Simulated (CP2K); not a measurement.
Band structure of PtAl₂ (Fm-3m, 3 atoms in the cell).

```
PtAl2
1.0
    4.27261     0.00000     0.00000
    2.13631     3.70019     0.00000
    2.13631     1.23340     3.48857
Al Pt
2 1
Direct
  0.25000   0.25000   0.25000
  0.75000   0.75000   0.75000
  0.00000   0.00000   0.00000
```

Method: CP2K with PBE, GPW, DZVP-MOLOPT-SR-GTH basis, GTH-PBE potentials (GTH_POTENTIALS).

Settings: CUTOFF = 500 Ry; REL_CUTOFF = 50 Ry; SMEAR/METHOD = FERMI_DIRAC; ELECTRONIC_TEMPERATURE = 1578.21 K; KPOINTS/SCHEME = MONKHORST-PACK 13 13 13; XC_FUNCTIONAL = PBE; Al/BASIS_SET = DZVP-MOLOPT-SR-GTH; Al/POTENTIAL = GTH-PBE-q3; Pt/BASIS_SET = DZVP-MOLOPT-SR-GTH; Pt/POTENTIAL = GTH-PBE-q18; METHOD = GPW; EPS_DEFAULT = 1e-10; EXTRAPOLATION = USE_GUESS; NGRIDS = 5.

The starting cell has typed, rounded lattice constants, without a prior relaxation at this level. Its lattice was rescaled by a random factor within 2.5 % of one. Spin-orbit coupling is off. Spin polarisation is off. Values carry the incompleteness of an atom-centred basis.

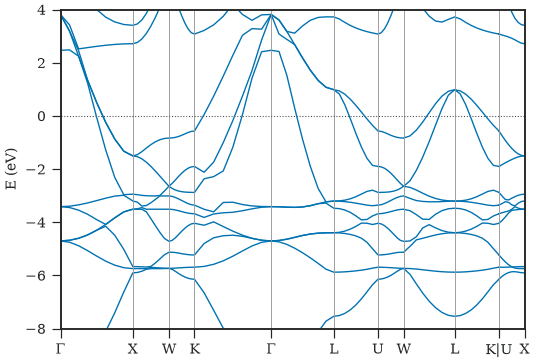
Figure: Bands along the path, energies from the Fermi level.

Levels in eV from the Fermi level, bands 10 to 15:
| point | 10 | 11 | 12 | 13 | 14 | 15 |
|---|---|---|---|---|---|---|
| Γ | -3.41 | 2.47 | 3.82 | 3.82 | 3.82 | 5.13 |
| X | -3.20 | -2.94 | -1.50 | -1.50 | 2.71 | 3.41 |
| W | -3.01 | -2.65 | -2.65 | -0.83 | 4.95 | 4.95 |
| K | -3.36 | -2.88 | -1.90 | -0.57 | 3.08 | 5.40 |
| L | -3.20 | -3.20 | 0.99 | 0.99 | 3.72 | 4.81 |
| U | -3.36 | -2.88 | -1.90 | -0.57 | 3.08 | 5.40 |

Bands cross the Fermi level along this path, so the cell is metallic at this level.

Higher empty bands are left out: an atom-centred basis made for the valence describes them poorly.
